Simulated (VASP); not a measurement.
Band structure of Ca (fcc). Calculation: optB88-vdW, VASP's PBE PAW potentials (set 64) (plane waves; VASP).

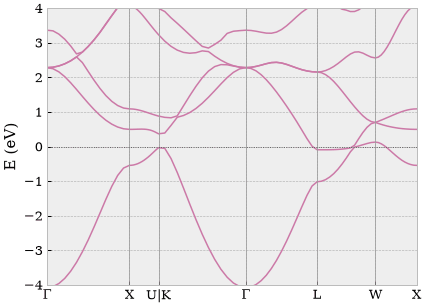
Figure. Bands along high-symmetry lines, zero at the valence-band maximum or, without a gap, the Fermi level

Task: Read the plot: is there a gap, and where are the band edges?

Result: It has no gap at this level: it comes out as a metal or semimetal. (Edges off the drawn lines would not show.)

The compound is Ca in the fcc structure. It was relaxed first, which changed the volume by -7 %.
